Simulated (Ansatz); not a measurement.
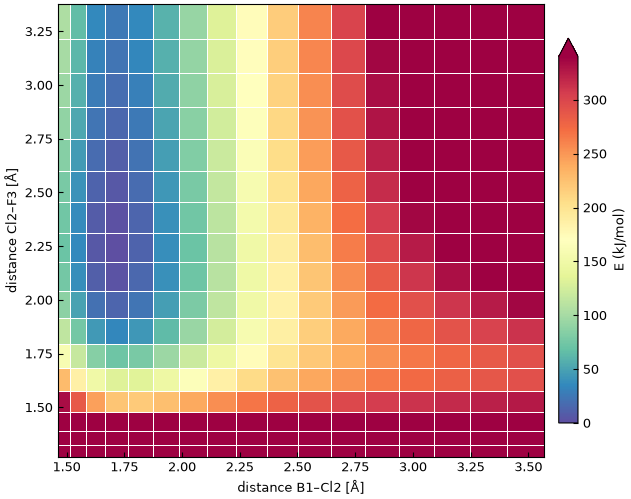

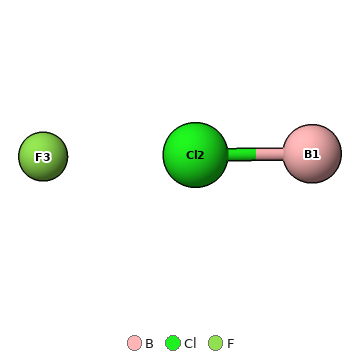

Energy landscape of the system B + ClF, spin multiplicity 2. Coordinates scanned: (1) distance B1–Cl2; (2) distance Cl2–F3. Nothing is relaxed (the angle B1–Cl2–F3 is fixed at 180 degrees). Grid: 17 × 17 points. Points are written as (first, second). All energies are given in kJ/mol relative to the lowest grid point. Energies and slopes of some neighbouring points disagree (a jump in structure or state, or too coarse a mesh). These are results of Ansatz 0.2.0, UKS PBE0-D4/def2-SVPD, not measurements.

In the figure: one coloured cell a grid point, one colour for all values above the top of the scale. The second picture is the structure at the lowest point.

What does the map say about the system?

Answer. The lowest grid point is at (1.715 Å, 2.243 Å). The highest grid point, (1.488 Å, 1.296 Å), lies 789 kJ/mol above the lowest.

Time for the 289 points that were run: 12 min on 1 thread of AMD EPYC 9R45 96-Core Processor (Zen 5), with other jobs on the host.
